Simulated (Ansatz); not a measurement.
Breaking the Al1–H2 bond in AlBrH2 (SMILES [AlH2][Br]) (multiplicity 1 held, fragments rigid). Energies count from the point at 1.569 Å.
Geometry at that point (charge 0, multiplicity 1):
```tsv
atom	x (Å)	y (Å)	z (Å)
Al	-0.8354	-1.2987	0.2064
H	-0.3244	-2.3295	1.2738
H	-2.1257	-1.4794	-0.6685
Br	0.3803	0.5912	-0.0940
```

R- and RO- levels are restricted; in cc, def2 and unpolarised 6-31G sets they are followed outwards from rest. Unrestricted levels (U-) break spin symmetry where that is lower. Active spaces are followed from a long bond inwards. Levels need not reach the same state.

Frozen-core correlation. Filled d and f shells under p-block atoms count as core.

The values were computed with Ansatz (Gaussian orbitals). Values without a source in brackets are computed.

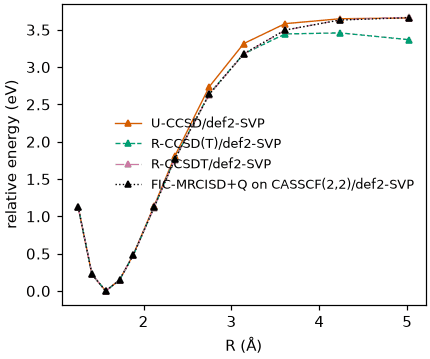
Figure: Relative energy along the coordinate

Doubts at one or more of the structures used: a spin-contaminated determinant (U-CCSD/def2-SVP); T1 above 0.05 (U-CCSD/def2-SVP, R-CCSD(T)/def2-SVP, R-CCSDT/def2-SVP); a restricted determinant that unrestricted orbitals would lower (R-CCSD(T)/def2-SVP, R-CCSDT/def2-SVP); other coupled-cluster roots lie near (R-CCSD(T)/def2-SVP, R-CCSDT/def2-SVP).

Ansatz is a first-principles code.
